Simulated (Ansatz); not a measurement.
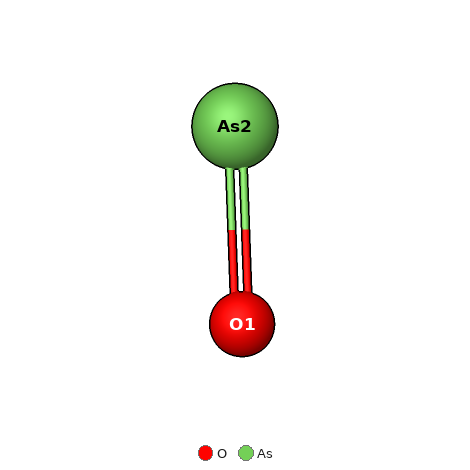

The species is neutral and a spin doublet. Harmonic vibrations computed with UKS PBE0-D4/def2-TZVP (Ansatz 0.2.0) at a stationary point of the same level.

Q: Minimum or transition state?

A: A minimum: no imaginary frequency, and the lowest mode lies at 1034 cm⁻¹.

Q: List the wavenumbers.

A: 1 modes: 1034 cm⁻¹.
